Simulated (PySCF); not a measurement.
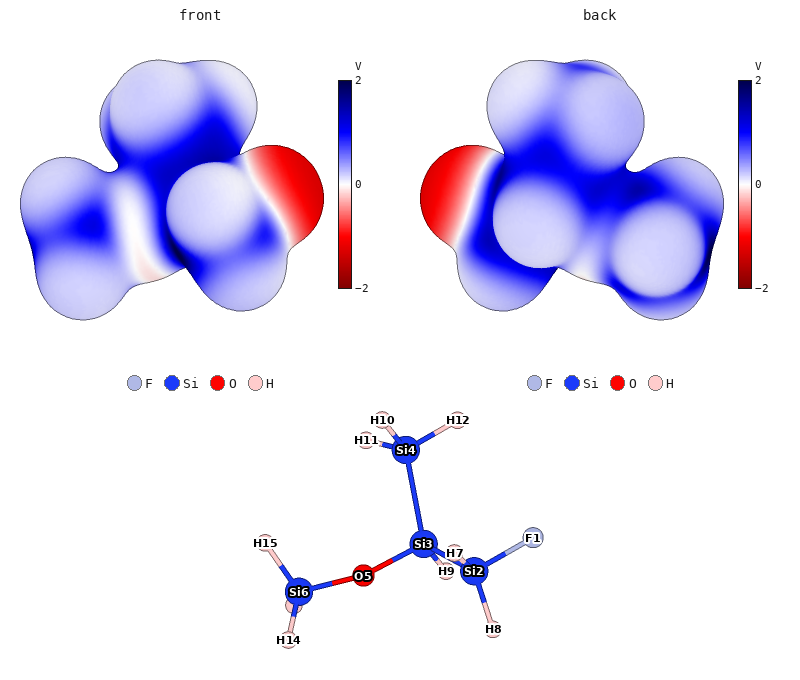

FH9OSi4. The molecular electrostatic potential painted on the density surface at 0.002 e/bohr³, seen from the front and from behind; the colour scale runs from red (negative) to blue (positive). The bare structure is drawn below in the same view.

Geometry: GFN2-xTB.

Level of theory: PySCF, PBE0/pcSseg-1, SCF density, gas phase, non-relativistic.

```xyz
15

F     3.2909   -1.2875    0.0324
Si    1.7706   -1.7276    0.3900
Si    0.4693   -0.0897   -0.5752
Si    0.7688    2.1534   -0.0517
O    -1.0388   -0.5260   -0.1024
Si   -2.6395   -0.3855    0.0542
H     1.8043   -1.8053    1.8529
H     1.7206   -3.1053   -0.1060
H     0.4327   -0.2530   -2.0493
H     0.7844    2.4100    1.3960
H    -0.2698    3.0410   -0.5951
H     2.0492    2.6467   -0.5696
H    -3.1970   -0.0282   -1.2483
H    -3.0713   -1.7028    0.5109
H    -2.8788    0.6676    1.0395
```

> Describe the electrostatic potential map.

The most negative region (about −1.2 V) lies over F1, the most positive (about +1.9 V) over Si2 and Si6.
